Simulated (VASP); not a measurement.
Band structure of SrTe (space group Fm-3m). Level of theory: PBE GGA, VASP's PBE PAW potentials (set 64) (plane waves; VASP).

Unless said otherwise, spin-orbit coupling is left out, though it shifts the bands of the heavy elements here.

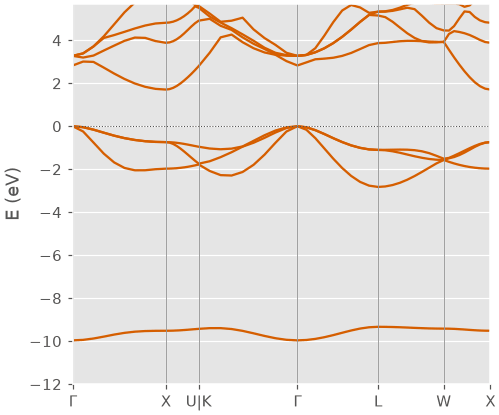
*Bands along high-symmetry lines, zero at the valence-band maximum or, without a gap, the Fermi level*

Problem. Read the plot: is there a gap, and where are the band edges?

Solution. The gap is indirect, 1.71 eV, from the valence maximum at Γ to the conduction minimum at X.

The structure is a typed SrTe crystal (Fm-3m). The cell was not relaxed at this level.
